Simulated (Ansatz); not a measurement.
CH$_{4}$FNTe (SMILES NC(F)[TeH])

```xyz
8

N     0.0688    1.2855   -0.3829
C     0.3890    0.0348    0.1513
F     1.4388   -0.5244   -0.5041
Te   -1.2995   -1.4270    0.0352
H    -0.3966    1.2644   -1.2857
H    -0.3952    1.9095    0.2662
H     0.6403    0.1328    1.2169
H    -0.3535   -2.7328    0.4470
```

Core potentials replace the inner electrons of Te.

Level of theory: RKS PBE0-D4/def2-SVP in Ansatz 0.2.0.

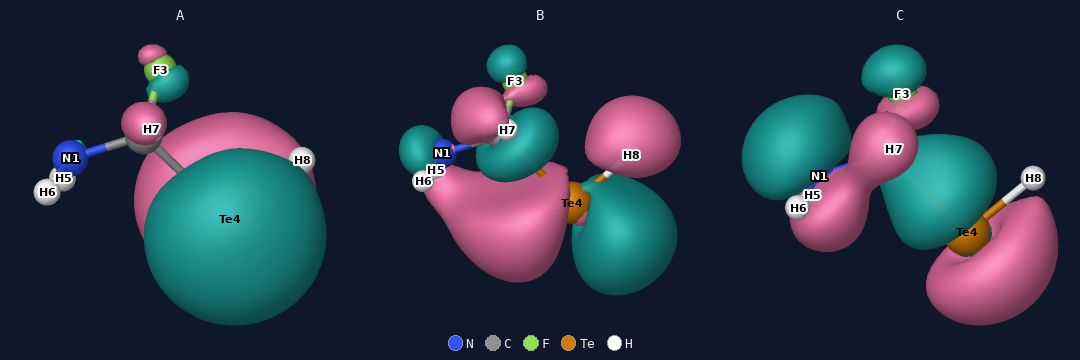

Figure 1. Three frontier orbitals at ±0.08 Å⁻³ᐟ² (teal and pink are the two phases), in no order.

**Which picture is the HOMO−1, the HOMO and the LUMO?**

C is the HOMO−1 (−7.15 eV). Its weight (Hirshfeld) is mainly on N1 (about 35 %), Te4 (about 35 %), C2 (about 15 %) and F3 (about 5 %). A is the HOMO (−6.13 eV). Its weight (Hirshfeld) is mainly on Te4 (about 90 %). B is the LUMO (−0.73 eV). It lies mainly on Te4 (about 60 %), C2 (about 20 %) and H8 (about 10 %).

**What is the HOMO–LUMO gap?**

5.40 eV between the orbital energies.

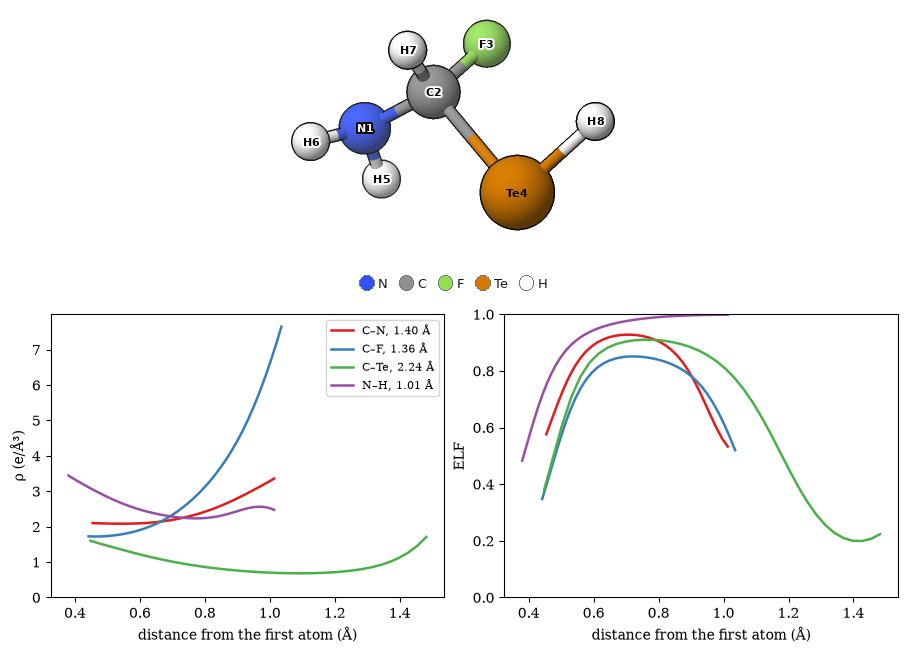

Figure 2. Electron density and ELF along straight lines between neighbouring atoms. The curves leave out the atomic cores. The structure is drawn too.

**Compare the contacts.**

C–N (1.40 Å): ρ is about 2.2 e/Å³ halfway; the ELF peaks at about 0.95 between the atoms: a covalent bond.
C–F (1.36 Å): ρ is about 2.2 e/Å³ halfway, with its minimum of 1.7 e/Å³ about 0.5 Å from C; the ELF peaks at about 0.85 between the atoms: a shared but strongly polarised pair.
C–Te (2.24 Å): ρ at the midpoint is about 0.69 e/Å³; the ELF peaks at about 0.90 between the atoms: a shared electron pair.
N–H (1.01 Å): the density is about 2.8 e/Å³ at the midpoint; the ELF climbs to about 1 towards the hydrogen, as it does in any bond to H; a covalent bond by its length.
